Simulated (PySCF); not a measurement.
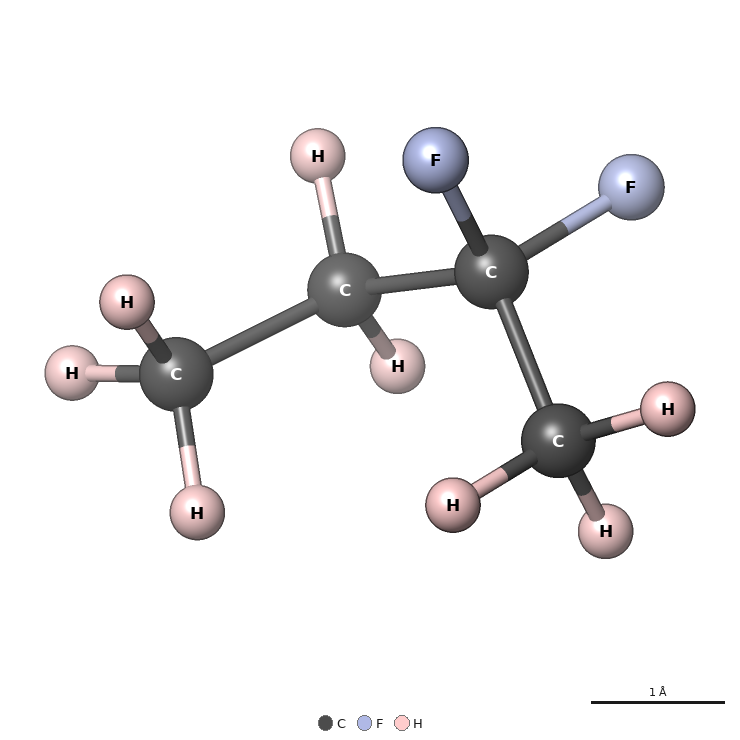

Atoms fade into the background with distance from the viewer. The computed structure is the end point of a PBE0-D3(BJ)/def2-TZVP optimisation. No frequency run is at hand to confirm it as a minimum. Masses are those of the most abundant isotopes; constants are for the rigid equilibrium geometry.

> What kind of rotor is it, and what are its rotational constants in cm⁻¹?

An asymmetric top (C1): A = 0.160, B = 0.0896, C = 0.0874 cm⁻¹. Ray's parameter κ is −0.94, close to the prolate limit.
